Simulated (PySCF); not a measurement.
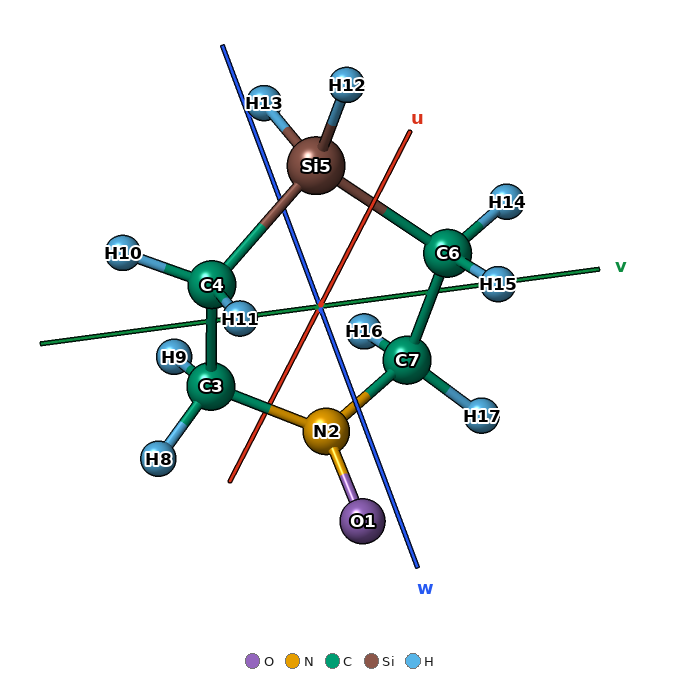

The lines u, v and w are the principal axes of the g tensor. State: neutral, doublet. The geometry was computed by an optimisation with GFN2-xTB. No frequency run is at hand to confirm it as a minimum. Level of theory: UKS B3LYP, pcH-1 on C H N O Si, non-relativistic, mean-field spin-orbit, GIAO (PySCF 2.14.0).

**Along which axis does g lie farthest from the free-electron value?**

Along w (nearly parallel to the O1–N2 bond): the shift is 7798 ppm.

Give the principal values and shifts.

```csv
axis,g,shift (ppm)
u,2.00199,−328
v,2.00599,3673
w,2.01012,7798
```

The geometry is semi-empirical. Around Si such bond lengths and angles can be off by a tenth of an ångström or more and by several degrees, and values that hang on the shape move with them.
